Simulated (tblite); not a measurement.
## Geometry relaxation, with input and output: C6H7BrO2Si (part 2 of 2)

C6H7BrO2Si, SMILES C=Cc1cc(O[SiH3])oc1Br; GFN2-xTB geometry optimisation, gas phase (tblite 0.8.0). It belongs to a series of runs on one base structure; here: H on C replaced by vinyl.

Geometry of the input (Å):
```
C  -3.5962  0.0949  -0.2841
C  -2.5950  0.0188  0.5107
C  -1.1783  0.0093  0.1676
C  -0.1357  -0.0730  1.0762
C  1.0496  -0.0519  0.3875
O  2.3060  -0.1199  0.9293
Si 3.7878  -0.0792  0.0613
O  0.7655  0.0603  -0.8977
C  -0.5504  0.0914  -1.0526
Br -1.3964  0.2433  -2.7520
H  -4.6120  0.0825  0.1560
H  -3.5823  0.1776  -1.3555
H  -2.8148  -0.0634  1.6044
H  -0.1968  -0.1636  2.1582
H  4.8373  0.4296  0.9741
H  4.2169  -1.4068  -0.3991
H  3.6879  0.7623  -1.1480
```

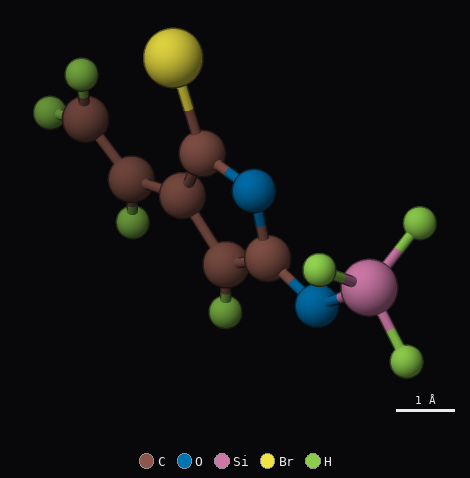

Figure 1. The geometry at step 72 of the log (ball-and-stick view, seen at a tilt).

## Trajectory as extended XYZ, continued
```
17
Properties=species:S:1:pos:R:3:forces:R:3 step=48 energy=-827.01014
C    -3.5810    0.0689   -0.2945    0.0070   0.0090  -0.0140
C    -2.5565   -0.0195    0.5445    0.0390  -0.0130   0.0300
C    -1.1480    0.0060    0.2092    0.0020   0.0050  -0.0170
C    -0.0888   -0.0140    1.1746   -0.0010  -0.0040   0.0170
C     1.0799    0.0313    0.4836   -0.0180   0.0050  -0.0260
O     2.3292    0.0466    0.8970   -0.0220   0.0190   0.0180
Si    3.6748   -0.0689   -0.0528    0.0430  -0.0150  -0.0120
O     0.8443    0.0736   -0.8468   -0.0050  -0.0190  -0.0560
C    -0.5037    0.0605   -0.9983   -0.0170  -0.0220  -0.0180
Br   -1.0881    0.0767   -2.7678    0.0160   0.0130   0.0390
H    -4.5950    0.0474    0.0663    0.0180  -0.0130   0.0040
H    -3.4558    0.1696   -1.3566   -0.0180   0.0080  -0.0340
H    -2.7404   -0.1172    1.6059    0.0000   0.0060   0.0310
H    -0.1961   -0.0623    2.2368   -0.0230   0.0200   0.0260
H     4.6603    0.1795    0.9860   -0.0210  -0.0280  -0.0070
H     3.7069   -1.4068   -0.6428    0.0130   0.0140   0.0030
H     3.6512    0.9405   -1.1081   -0.0120   0.0150   0.0160
17
Properties=species:S:1:pos:R:3:forces:R:3 step=52 energy=-827.01171
C    -3.5719    0.0644   -0.3028    0.0060  -0.0030   0.0120
C    -2.5536   -0.0211    0.5455   -0.0150   0.0030  -0.0060
C    -1.1447    0.0145    0.2165   -0.0050  -0.0140   0.0120
C    -0.0886    0.0041    1.1861    0.0060   0.0040  -0.0290
C     1.0798    0.0432    0.4929    0.0180  -0.0050   0.0050
O     2.3302    0.0575    0.9041    0.0210  -0.0050  -0.0170
Si    3.6664   -0.0724   -0.0622   -0.0110   0.0140   0.0130
O     0.8474    0.0713   -0.8392   -0.0100  -0.0150   0.0240
C    -0.5002    0.0557   -0.9910   -0.0050  -0.0160   0.0130
Br   -1.0802    0.0510   -2.7588   -0.0050   0.0140  -0.0200
H    -4.5877    0.0254    0.0510    0.0080   0.0030   0.0040
H    -3.4442    0.1761   -1.3648   -0.0020  -0.0030   0.0230
H    -2.7435   -0.1245    1.6063   -0.0030   0.0020  -0.0130
H    -0.2019   -0.0335    2.2500    0.0060   0.0230  -0.0480
H     4.6637    0.1283    0.9735    0.0010  -0.0200   0.0140
H     3.6706   -1.3963   -0.6836   -0.0010   0.0210   0.0040
H     3.6515    0.9682   -1.0875   -0.0080  -0.0020   0.0100
17
Properties=species:S:1:pos:R:3:forces:R:3 step=55 energy=-827.01229
C    -3.5670    0.0622   -0.3053   -0.0180  -0.0070   0.0050
C    -2.5523   -0.0232    0.5462    0.0070   0.0060   0.0000
C    -1.1432    0.0151    0.2197    0.0030  -0.0120  -0.0130
C    -0.0873    0.0123    1.1882   -0.0020   0.0080   0.0070
C     1.0823    0.0496    0.4978   -0.0090  -0.0110  -0.0060
O     2.3326    0.0657    0.9089   -0.0140  -0.0110   0.0010
Si    3.6606   -0.0718   -0.0652    0.0120   0.0160   0.0020
O     0.8496    0.0683   -0.8339    0.0070  -0.0090  -0.0140
C    -0.4977    0.0495   -0.9872    0.0040  -0.0090  -0.0140
Br   -1.0744    0.0404   -2.7568   -0.0020   0.0090  -0.0090
H    -4.5829    0.0176    0.0455   -0.0220   0.0080   0.0120
H    -3.4377    0.1776   -1.3660    0.0060  -0.0030   0.0020
H    -2.7465   -0.1280    1.6057    0.0050  -0.0030   0.0000
H    -0.2042   -0.0168    2.2504    0.0100   0.0170   0.0120
H     4.6645    0.0986    0.9680    0.0180  -0.0100   0.0270
H     3.6466   -1.3862   -0.7035   -0.0030  -0.0020  -0.0060
H     3.6498    0.9813   -1.0761   -0.0010   0.0140  -0.0060
17
Properties=species:S:1:pos:R:3:forces:R:3 step=59 energy=-827.01317
C    -3.5690    0.0598   -0.3026   -0.0020   0.0110   0.0030
C    -2.5524   -0.0206    0.5474   -0.0120  -0.0240  -0.0050
C    -1.1439    0.0146    0.2176   -0.0030   0.0290  -0.0080
C    -0.0871    0.0189    1.1851   -0.0050  -0.0170  -0.0020
C     1.0818    0.0445    0.4932   -0.0020   0.0050  -0.0110
O     2.3316    0.0576    0.9051   -0.0030   0.0040   0.0060
Si    3.6655   -0.0675   -0.0628   -0.0040  -0.0170   0.0090
O     0.8478    0.0562   -0.8385    0.0060  -0.0130  -0.0130
C    -0.4999    0.0406   -0.9904    0.0060   0.0000  -0.0080
Br   -1.0796    0.0466   -2.7595    0.0040  -0.0060   0.0010
H    -4.5852    0.0117    0.0481   -0.0020   0.0130   0.0050
H    -3.4369    0.1796   -1.3625   -0.0140  -0.0130   0.0000
H    -2.7452   -0.1279    1.6068    0.0100   0.0020   0.0080
H    -0.2022    0.0034    2.2477    0.0060   0.0030   0.0160
H     4.6642    0.0834    0.9805   -0.0030   0.0090  -0.0040
H     3.6541   -1.3787   -0.7090    0.0030   0.0030  -0.0120
H     3.6492    0.9901   -1.0700    0.0160   0.0100   0.0160
17
Properties=species:S:1:pos:R:3:forces:R:3 step=62 energy=-827.01346
C    -3.5704    0.0604   -0.3015   -0.0020  -0.0020   0.0030
C    -2.5529   -0.0227    0.5471    0.0090   0.0130   0.0020
C    -1.1443    0.0167    0.2159   -0.0010  -0.0140   0.0050
C    -0.0875    0.0183    1.1841    0.0030   0.0090  -0.0080
C     1.0811    0.0435    0.4910    0.0020  -0.0080   0.0110
O     2.3305    0.0565    0.9048    0.0000   0.0000  -0.0020
Si    3.6661   -0.0678   -0.0608   -0.0060   0.0020  -0.0030
O     0.8482    0.0518   -0.8410   -0.0080   0.0000   0.0160
C    -0.4997    0.0382   -0.9924   -0.0070   0.0040   0.0080
Br   -1.0800    0.0477   -2.7608    0.0000  -0.0090  -0.0060
H    -4.5863    0.0133    0.0504    0.0010   0.0100   0.0010
H    -3.4384    0.1778   -1.3618   -0.0180  -0.0070   0.0010
H    -2.7435   -0.1278    1.6075    0.0090  -0.0020  -0.0080
H    -0.2005    0.0081    2.2482    0.0040  -0.0020  -0.0320
H     4.6643    0.0812    0.9831   -0.0040   0.0080  -0.0010
H     3.6552   -1.3760   -0.7117    0.0030  -0.0060  -0.0130
H     3.6512    0.9926   -1.0660    0.0160   0.0030   0.0240
17
Properties=species:S:1:pos:R:3:forces:R:3 step=65 energy=-827.01387
C    -3.5727    0.0605   -0.2993   -0.0030  -0.0110  -0.0020
C    -2.5535   -0.0225    0.5473    0.0060   0.0330   0.0010
C    -1.1456    0.0199    0.2145    0.0040  -0.0350  -0.0070
C    -0.0878    0.0219    1.1810    0.0000   0.0150   0.0060
C     1.0807    0.0403    0.4886   -0.0010  -0.0060  -0.0040
O     2.3294    0.0519    0.9035    0.0030  -0.0080   0.0000
Si    3.6670   -0.0689   -0.0587    0.0160  -0.0030  -0.0050
O     0.8468    0.0430   -0.8430    0.0010   0.0150  -0.0110
C    -0.5013    0.0349   -0.9938   -0.0010  -0.0010  -0.0090
Br   -1.0820    0.0462   -2.7625    0.0000  -0.0130   0.0010
H    -4.5885    0.0135    0.0526   -0.0010   0.0040   0.0160
H    -3.4444    0.1750   -1.3603   -0.0030   0.0020  -0.0030
H    -2.7400   -0.1282    1.6082   -0.0060   0.0030  -0.0040
H    -0.1973    0.0205    2.2444   -0.0130  -0.0110   0.0130
H     4.6635    0.0747    0.9880   -0.0090   0.0010   0.0010
H     3.6604   -1.3718   -0.7216   -0.0030   0.0060  -0.0020
H     3.6584    1.0012   -1.0528    0.0110   0.0080   0.0090
17
Properties=species:S:1:pos:R:3:forces:R:3 step=69 energy=-827.01433
C    -3.5746    0.0586   -0.2984    0.0040   0.0110   0.0020
C    -2.5530   -0.0191    0.5461   -0.0020  -0.0230  -0.0040
C    -1.1450    0.0165    0.2126   -0.0010   0.0230   0.0030
C    -0.0879    0.0282    1.1805   -0.0010  -0.0200  -0.0050
C     1.0809    0.0401    0.4879    0.0010   0.0110   0.0020
O     2.3294    0.0510    0.9040    0.0020  -0.0130  -0.0100
Si    3.6676   -0.0699   -0.0580   -0.0050   0.0110  -0.0010
O     0.8478    0.0384   -0.8442    0.0020   0.0050   0.0060
C    -0.5004    0.0294   -0.9956    0.0040  -0.0080   0.0040
Br   -1.0803    0.0363   -2.7642   -0.0060  -0.0160  -0.0020
H    -4.5894    0.0161    0.0578    0.0090  -0.0020   0.0080
H    -3.4496    0.1709   -1.3602   -0.0020   0.0010   0.0020
H    -2.7386   -0.1283    1.6069   -0.0040   0.0240   0.0010
H    -0.1977    0.0319    2.2444   -0.0120  -0.0130  -0.0120
H     4.6638    0.0598    0.9892    0.0050  -0.0090   0.0190
H     3.6520   -1.3633   -0.7384   -0.0010   0.0020  -0.0010
H     3.6679    1.0156   -1.0341    0.0080   0.0150  -0.0130
17
Properties=species:S:1:pos:R:3:forces:R:3 step=72 energy=-827.01489
C    -3.5758    0.0589   -0.2969   -0.0040   0.0050   0.0040
C    -2.5520   -0.0192    0.5444    0.0200  -0.0030   0.0050
C    -1.1441    0.0159    0.2093   -0.0020  -0.0030   0.0040
C    -0.0882    0.0297    1.1783    0.0040   0.0010  -0.0020
C     1.0812    0.0418    0.4863   -0.0010  -0.0160   0.0170
O     2.3294    0.0465    0.9033   -0.0030   0.0100   0.0010
Si    3.6689   -0.0687   -0.0570    0.0000   0.0320  -0.0090
O     0.8500    0.0355   -0.8462   -0.0180  -0.0090   0.0170
C    -0.4980    0.0213   -0.9984   -0.0190   0.0180   0.0070
Br   -1.0809    0.0210   -2.7662   -0.0010  -0.0150   0.0000
H    -4.5875    0.0199    0.0679   -0.0060  -0.0020  -0.0120
H    -3.4559    0.1664   -1.3597   -0.0040   0.0010   0.0010
H    -2.7376   -0.1212    1.6061    0.0100   0.0170  -0.0060
H    -0.2029    0.0386    2.2423    0.0080  -0.0160  -0.0350
H     4.6620    0.0438    0.9955    0.0050  -0.0180   0.0150
H     3.6425   -1.3512   -0.7567    0.0090  -0.0010  -0.0020
H     3.6820    1.0330   -1.0163    0.0010  -0.0010  -0.0050
17
Properties=species:S:1:pos:R:3:forces:R:3 step=76 energy=-827.01548
C    -3.5805    0.0606   -0.2920    0.0010  -0.0010  -0.0010
C    -2.5518   -0.0152    0.5438   -0.0270   0.0170   0.0020
C    -1.1458    0.0159    0.2052   -0.0030   0.0060  -0.0020
C    -0.0888    0.0297    1.1719   -0.0040  -0.0140   0.0000
C     1.0804    0.0334    0.4805   -0.0020  -0.0030  -0.0230
O     2.3287    0.0349    0.8963   -0.0020   0.0230   0.0010
Si    3.6765   -0.0631   -0.0543    0.0000  -0.0160   0.0160
O     0.8458    0.0260   -0.8517    0.0130  -0.0070  -0.0190
C    -0.5025    0.0177   -1.0030    0.0140   0.0040  -0.0060
Br   -1.0889    0.0107   -2.7692   -0.0010  -0.0120  -0.0030
H    -4.5902    0.0230    0.0788   -0.0040   0.0030  -0.0070
H    -3.4690    0.1628   -1.3563    0.0080  -0.0030   0.0020
H    -2.7326   -0.1080    1.6065    0.0000   0.0030   0.0160
H    -0.2048    0.0415    2.2340    0.0090  -0.0160   0.0340
H     4.6584    0.0347    1.0122   -0.0090  -0.0110  -0.0090
H     3.6599   -1.3413   -0.7650    0.0100   0.0260   0.0010
H     3.6981    1.0486   -1.0014   -0.0050  -0.0010  -0.0020
17
Properties=species:S:1:pos:R:3:forces:R:3 step=79 energy=-827.01613
C    -3.5838    0.0617   -0.2895    0.0010  -0.0020  -0.0010
C    -2.5522   -0.0103    0.5431   -0.0030   0.0190   0.0080
C    -1.1461    0.0147    0.2020   -0.0040   0.0130   0.0010
C    -0.0891    0.0293    1.1692   -0.0050  -0.0140  -0.0010
C     1.0801    0.0293    0.4771   -0.0060   0.0210  -0.0010
O     2.3279    0.0388    0.8952   -0.0070  -0.0020  -0.0100
Si    3.6783   -0.0568   -0.0514    0.0000  -0.0090   0.0000
O     0.8463    0.0180   -0.8553    0.0010   0.0120   0.0030
C    -0.5022    0.0154   -1.0064    0.0020  -0.0340   0.0040
Br   -1.0896   -0.0162   -2.7721   -0.0040   0.0000   0.0010
H    -4.5920    0.0279    0.0863    0.0010   0.0070  -0.0130
H    -3.4763    0.1566   -1.3549    0.0100  -0.0070   0.0020
H    -2.7296   -0.0936    1.6075   -0.0010  -0.0020   0.0060
H    -0.2056    0.0407    2.2323    0.0160  -0.0090  -0.0050
H     4.6565    0.0053    1.0200    0.0000   0.0020   0.0030
H     3.6556   -1.3195   -0.7871    0.0050   0.0080  -0.0060
H     3.7148    1.0707   -0.9799   -0.0070  -0.0010   0.0070
17
Properties=species:S:1:pos:R:3:forces:R:3 step=83 energy=-827.01646
C    -3.5845    0.0614   -0.2883    0.0030   0.0070   0.0000
C    -2.5526   -0.0043    0.5444   -0.0010  -0.0150   0.0000
C    -1.1469    0.0172    0.2010    0.0000  -0.0170   0.0060
C    -0.0896    0.0311    1.1676    0.0060   0.0160   0.0010
C     1.0792    0.0308    0.4752    0.0050  -0.0020  -0.0030
O     2.3267    0.0384    0.8933    0.0050  -0.0040   0.0040
Si    3.6793   -0.0552   -0.0498   -0.0040   0.0070   0.0020
O     0.8457    0.0135   -0.8568   -0.0090   0.0000  -0.0060
C    -0.5029    0.0068   -1.0073   -0.0110   0.0020  -0.0010
Br   -1.0910   -0.0325   -2.7726   -0.0040   0.0010   0.0000
H    -4.5928    0.0285    0.0868   -0.0040   0.0070  -0.0070
H    -3.4770    0.1525   -1.3540    0.0120  -0.0050  -0.0030
H    -2.7285   -0.0874    1.6092   -0.0030   0.0110   0.0010
H    -0.2029    0.0460    2.2306    0.0040  -0.0060   0.0070
H     4.6545   -0.0162    1.0252    0.0010   0.0030   0.0040
H     3.6521   -1.3038   -0.8071    0.0030  -0.0140  -0.0090
H     3.7240    1.0852   -0.9614   -0.0030   0.0080   0.0020
17
Properties=species:S:1:pos:R:3:forces:R:3 step=86 energy=-827.01664
C    -3.5860    0.0633   -0.2868    0.0040  -0.0020  -0.0040
C    -2.5536   -0.0027    0.5453   -0.0100  -0.0120   0.0020
C    -1.1483    0.0149    0.2008    0.0000  -0.0020   0.0060
C    -0.0893    0.0304    1.1657    0.0010  -0.0070   0.0020
C     1.0786    0.0288    0.4719    0.0000  -0.0010  -0.0090
O     2.3261    0.0352    0.8901   -0.0020   0.0000  -0.0070
Si    3.6821   -0.0532   -0.0486    0.0000  -0.0160   0.0010
O     0.8424    0.0121   -0.8599    0.0090  -0.0060  -0.0040
C    -0.5064    0.0042   -1.0085    0.0090   0.0080   0.0040
Br   -1.0950   -0.0343   -2.7735   -0.0080   0.0010  -0.0020
H    -4.5951    0.0329    0.0871    0.0080   0.0110  -0.0010
H    -3.4782    0.1496   -1.3530    0.0120  -0.0040   0.0000
H    -2.7275   -0.0805    1.6106   -0.0120   0.0070   0.0060
H    -0.1996    0.0404    2.2290   -0.0030   0.0040   0.0080
H     4.6532   -0.0151    1.0307   -0.0040   0.0060  -0.0030
H     3.6630   -1.3028   -0.8068   -0.0010   0.0090   0.0000
H     3.7266    1.0889   -0.9581   -0.0030   0.0060   0.0020
17
Properties=species:S:1:pos:R:3:forces:R:3 step=90 energy=-827.01684
C    -3.5850    0.0639   -0.2868    0.0030  -0.0080   0.0000
C    -2.5544   -0.0034    0.5473    0.0100   0.0110   0.0020
C    -1.1489    0.0119    0.2018    0.0000   0.0000  -0.0030
C    -0.0885    0.0305    1.1650   -0.0020  -0.0130   0.0020
C     1.0782    0.0289    0.4689   -0.0010  -0.0140   0.0100
O     2.3253    0.0340    0.8877    0.0020  -0.0020   0.0000
Si    3.6829   -0.0533   -0.0476    0.0030   0.0150  -0.0080
O     0.8411    0.0093   -0.8624   -0.0080   0.0000   0.0070
C    -0.5081    0.0004   -1.0086   -0.0070   0.0030  -0.0010
Br   -1.0994   -0.0421   -2.7734    0.0000   0.0010   0.0100
H    -4.5945    0.0395    0.0857    0.0000   0.0090  -0.0040
H    -3.4733    0.1442   -1.3529    0.0020  -0.0050  -0.0030
H    -2.7301   -0.0726    1.6132   -0.0030  -0.0030  -0.0040
H    -0.1969    0.0402    2.2289   -0.0010   0.0080  -0.0050
H     4.6510   -0.0222    1.0344    0.0000   0.0000  -0.0010
H     3.6632   -1.2943   -0.8181    0.0000  -0.0060  -0.0010
H     3.7304    1.0971   -0.9469    0.0010   0.0030   0.0000
17
Properties=species:S:1:pos:R:3:forces:R:3 step=93 energy=-827.01696
C    -3.5848    0.0630   -0.2865   -0.0010   0.0090  -0.0020
C    -2.5548   -0.0013    0.5486   -0.0060   0.0060  -0.0020
C    -1.1498    0.0110    0.2022    0.0000   0.0030   0.0050
C    -0.0885    0.0287    1.1641    0.0020  -0.0050   0.0020
C     1.0775    0.0249    0.4671    0.0040  -0.0060  -0.0030
O     2.3252    0.0302    0.8841    0.0030  -0.0060   0.0060
Si    3.6855   -0.0517   -0.0478   -0.0050   0.0070   0.0040
O     0.8385    0.0053   -0.8640    0.0010  -0.0010  -0.0020
C    -0.5108   -0.0008   -1.0089    0.0010  -0.0080   0.0030
Br   -1.1041   -0.0469   -2.7724    0.0010   0.0030   0.0000
H    -4.5947    0.0445    0.0850   -0.0010   0.0010  -0.0020
H    -3.4721    0.1402   -1.3527    0.0000  -0.0080  -0.0030
H    -2.7320   -0.0669    1.6144    0.0040  -0.0010  -0.0010
H    -0.1952    0.0430    2.2278   -0.0050   0.0000   0.0090
H     4.6495   -0.0268    1.0384   -0.0010   0.0000  -0.0060
H     3.6689   -1.2891   -0.8247    0.0000  -0.0010  -0.0010
H     3.7346    1.1048   -0.9385    0.0030   0.0060  -0.0080
```

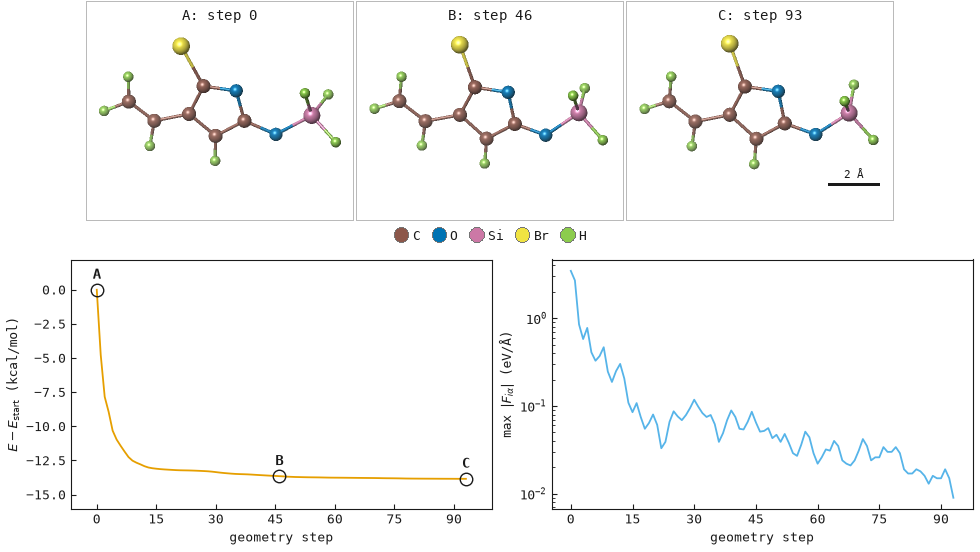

Figure 2. Frames of the relaxation (ball-and-stick view, seen at a tilt) above the curves, on which the letters mark them (steps are counted from 0).

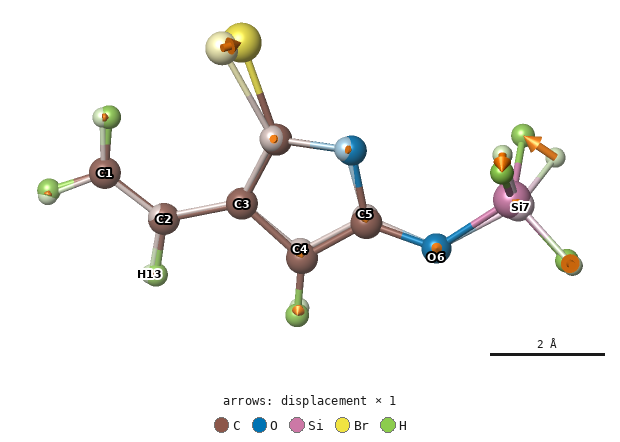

Figure 3. Start (faint) and end (solid) with the displacements as orange arrows, at true length (ball-and-stick view, seen at a tilt). The two geometries are laid on each other by the best rigid fit. H16 moves most after the best rigid fit: 0.70 Å. Largest moves by element: H 0.70 Å, Br 0.41 Å, O 0.15 Å, Si 0.15 Å, C 0.14 Å. Among the contacts that change: O6–Si7 1.718 → 1.651 Å, C5–O6 1.370 → 1.316 Å, C3–C4 1.385 → 1.432 Å, C1–C2 1.281 → 1.328 Å. Among the angles that change: O6–Si7–H15 107.9° → 97.1°, O8–C9–Br10 123.2° → 114.7°, H15–Si7–H16 107.3° → 114.8°. Over 93 geometry steps the energy falls by 13.8 kcal/mol. The largest force component goes from 3.5 to 0.009 eV/Å. (Atoms are counted from 1 in the order of the input.)

## Summary

| quantity | value |
| --- | --- |
| outcome | converged |
| total energy | −827.0170 eV |
| wall time | 0.91 s |
| peak memory | 0.18 GiB |
